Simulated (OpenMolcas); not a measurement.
# triplet CH6B2O at 6 levels

Wanted: a comparison of 6 runs (UHF/3-21G, U-revPBE/def2-SVP, UM06-L/def2-SVP, UPBE/def2-SVP, ROMP2/def2-SVP, ROCCSD(T)/def2-SVP) of triplet CH6B2O. 

Program for the calculation: OpenMolcas 26.06.

## Step 1: Starting point

The species is CH6B2O (10 atoms), meant as a triplet with charge 0. As SMILES of the parent species, `BB(C)O`. Geometry: relaxed at PBE0-D4/def2-TZVP. This is one conformer, not always the lowest. That shape belongs to the parent species and isn't relaxed for this state.

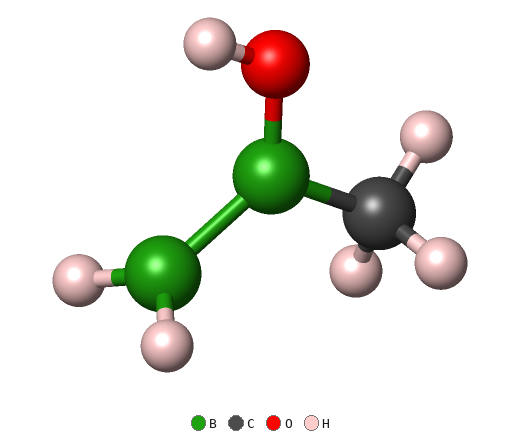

The structure, seen from a chosen angle (boron green, carbon dark grey, oxygen red, hydrogen pink).

## Step 2: The energy at UHF/3-21G (run 1)

mol.inp

```
>>> EXPORT MOLCAS_PRINT=2

&GATEWAY
 BasLib=$CurrDir
 Coord
 10
 angstrom
 B       -1.157400       0.826800      -0.622100
 B        0.289400       0.045900      -0.271000
 C        0.377300      -0.834700       1.032200
 O        1.432600       0.117800      -1.017900
 H       -2.010400       0.312100      -1.292200
 H       -1.440400       1.898900      -0.162200
 H       -0.546500      -1.371000       1.265900
 H        1.200400      -1.552500       0.975700
 H        0.572700      -0.174500       1.886700
 H        1.365300       0.679800      -1.792300
 Basis=3-21G
 Group=NoSym

&SEWARD

&SCF
 UHF
 Spin=3
 Thresholds=1e-10 1e-07 1e-07 1e-05
 PrOrbitals=0
```

The basis set 3-21G is read from a file made from the Basis Set Exchange's data (not shown).

On the command line:

```console
$ export MOLCAS_MEM=1860
$ pymolcas mol.inp > mol.log
```

Output:

```text
--- Start Module: gateway ---
[...]
--- Stop Module: gateway /rc=_RC_ALL_IS_WELL_ ---
--- Start Module: seward ---
[...]
      Basis functions           48
--- Stop Module: seward /rc=_RC_ALL_IS_WELL_ ---
--- Start Module: scf ---
[...]
       Convergence after  24 Iterations
[...]
::    Total SCF energy                               -164.5592592209
[...]
      Total spin, S                                     1.0043400546
[...]
      Total electronic charge=   30.000000
      Total            charge=   -0.000000
[...]
      Dipole Moment (debye):
      Origin of the operator (angstrom)=    0.3036    0.0226   -0.2290
                   X=  1.8715E+00               Y= -5.1705E-01               Z= -8.2643E-02           Total=  1.9434E+00
      Quadrupole Moment (debye*angstrom):
[...]
--- Stop Module: scf /rc=_RC_ALL_IS_WELL_ ---
[...]
```

Run time: 1.7 s. Hardware: 1 thread of Intel Xeon 6975P-C (Granite Rapids), shared host; peak memory 0.38 GiB.

## Step 3: A single-point energy at U-revPBE/def2-SVP (run 2)

job.input

```
* CH6B2O Kohn-Sham DFT
>>> EXPORT MOLCAS_PRINT=2

&GATEWAY
 BasLib=$CurrDir
 Coord
 10
 angstrom
 B       -1.157400       0.826800      -0.622100
 B        0.289400       0.045900      -0.271000
 C        0.377300      -0.834700       1.032200
 O        1.432600       0.117800      -1.017900
 H       -2.010400       0.312100      -1.292200
 H       -1.440400       1.898900      -0.162200
 H       -0.546500      -1.371000       1.265900
 H        1.200400      -1.552500       0.975700
 H        0.572700      -0.174500       1.886700
 H        1.365300       0.679800      -1.792300
 Basis=def2-SVP
 Group=NoSym

&SEWARD
 GridInput
 Grid=UltraFine
 End of Grid

&SCF
 UHF
 Spin=3
 KSDFT=revPBE
 Thresholds=1e-10 1e-07 1e-07 1e-05
 PrOrbitals=1 1
```

The basis set def2-SVP is read from a file made from the Basis Set Exchange's data (not shown).

On the command line:

```console
$ export MOLCAS_MEM=1860
$ pymolcas job.input > job.log
```

Output:

```text
--- Start Module: gateway ---
[...]
--- Stop Module: gateway /rc=_RC_ALL_IS_WELL_ ---
--- Start Module: seward ---
[...]
      Basis functions           86
--- Stop Module: seward /rc=_RC_ALL_IS_WELL_ ---
[...]
--- Start Module: scf ---
[...]
       Convergence after  25 Iterations
[...]
::    Total KS-DFT energy                            -166.3548072413
[...]
      Total spin, S                                     1.0015003583
[...]
      Total electronic charge=   30.000000
      Total            charge=   -0.000000
[...]
      Dipole Moment (debye):
      Origin of the operator (angstrom)=    0.3036    0.0226   -0.2290
                   X=  2.1983E+00               Y= -8.9508E-01               Z=  2.8322E-01           Total=  2.3904E+00
      Quadrupole Moment (debye*angstrom):
[...]
--- Stop Module: scf /rc=_RC_ALL_IS_WELL_ ---
[...]
```

It took 48 s on 1 thread of Intel Xeon 6975P-C (Granite Rapids), shared host; peak memory 0.47 GiB.

Runs 3 to 5 aren't shown in full; the table further down has their settings and results.

## Step 4: The energy at ROCCSD(T)/def2-SVP (run 6)

input.xyz

```xyz
10

B     -1.157400     0.826800    -0.622100
B      0.289400     0.045900    -0.271000
C      0.377300    -0.834700     1.032200
O      1.432600     0.117800    -1.017900
H     -2.010400     0.312100    -1.292200
H     -1.440400     1.898900    -0.162200
H     -0.546500    -1.371000     1.265900
H      1.200400    -1.552500     0.975700
H      0.572700    -0.174500     1.886700
H      1.365300     0.679800    -1.792300
```

mol.input

```
&GATEWAY
BasLib = $CurrDir
Coord = input.xyz
Basis = def2-SVP
Group = NoSym
&SEWARD
&SCF
UHF
Spin = 3
Thresholds = 1e-10 1e-07 1e-07 1e-05
PrOrbitals = 1 1
&RASSCF
FileOrb = $Project.UnaOrb
Spin = 3
Nactel = 2 0 0
Inactive = 14
Ras2 = 2
OutOrbitals = Canonical
OrbListing = Nothing
&MOTRA
JobIph
Frozen = 4
&CCSDT
CCT
Triples = 3
Iterations = 80
Accuracy = 1e-08
Extrapolation = 5 4
```

The basis set def2-SVP is read from a file made from the Basis Set Exchange's data (not shown).

On the command line:

```console
$ export MOLCAS_MEM=1860
$ pymolcas mol.input > mol.log
```

Output:

```text
--- Start Module: gateway ---
[...]
--- Stop Module: gateway /rc=_RC_ALL_IS_WELL_ ---
[...]
      Basis functions           86
[...]
       Convergence after  24 Iterations
[...]
::    Total SCF energy                               -165.3561965212
[...]
      Total spin, S                                     1.0045794361
[...]
      Number of active orbitals                  2
[...]
      Spin quantum number                      1.0
[...]
      Active orbitals                            2
[...]
      Number of CSFs                             1
[...]
      Number of root(s) required                 1
[...]
      Convergence after 10 iterations
[...]
      printout of CI-coefficients larger than  0.05 for root  1
      energy=    -165.351835
      conf/sym  11     Coeff  Weight
             1  uu   1.00000 1.00000
      Natural orbitals and occupation numbers for root  1
      sym 1:   1.000000   1.000000
      ************************************************************************************************************************
      *                                                    Final results                                                     *
[...]
::    RASSCF root number  1 Total energy:   -165.35183457
[...]
      Total electronic charge=   30.000000
      Total            charge=   -0.000000
[...]
      Dipole Moment (debye):
      Origin of the operator (angstrom)=    0.3036    0.0226   -0.2290
                   X=  1.7645E+00               Y= -6.4218E-01               Z=  1.1109E-01           Total=  1.8810E+00
      Quadrupole Moment (debye*angstrom):
[...]
--- Start Module: motra ---
[...]
      Convergence after                    23  Iterations
      Total energy (diff) :    -165.89424669      -0.00000000
[...]
 METHOD                       : CCSD+T(CCSD)+<T3(1)WT1>+<T3(1)UT2> = CCSD(T)
[...]
       CCSD     =      -165.8942466879667
[...]
```

It took 49 s on 1 thread of Intel Xeon 6975P-C (Granite Rapids), shared host; peak memory 0.47 GiB.

## Step 5: Overview of the runs

| run | level | integration grid | frozen core orbitals | energy (Eh) | dipole moment (D) | HOMO energy (eV) | ⟨S²⟩ | wall time |
| --- | --- | --- | --- | --- | --- | --- | --- | --- |
| 1 | UHF/3-21G | – | – | -164.559259 | 1.94 | -7.25 | 2.013 | 1.7 s |
| 2 | U-revPBE/def2-SVP | UltraFine | – | -166.354807 | 2.39 | -3.15 | 2.005 | 48 s |
| 3 | UM06-L/def2-SVP | UltraFine | – | -166.384043 | 2.34 | -3.38 | 2.011 | 63 s |
| 4 | UPBE/def2-SVP | UltraFine | – | -166.175924 | 2.36 | -3.19 | 2.004 | 44 s |
| 5 | ROMP2/def2-SVP | – | 4 | -165.856881 | – | – | – | 11 s |
| 6 | ROCCSD(T)/def2-SVP | – | 4 | -165.909892 | – | – | – | 49 s |

## Step 6: What came out

```
             quantity          value
  run 6: total energy  -165.90989 Eh
run 6: (T) correction     -15.65 mEh
```

Over runs 1, 2, 3, 4 the dipole moment (its size) runs from 1.94 D (UHF/3-21G) to 2.39 D (U-revPBE/def2-SVP). The two ends differ in method and basis. Totals of different functionals can't be ranked against each other. All runs together took 3.6 min, the longest 63 s.
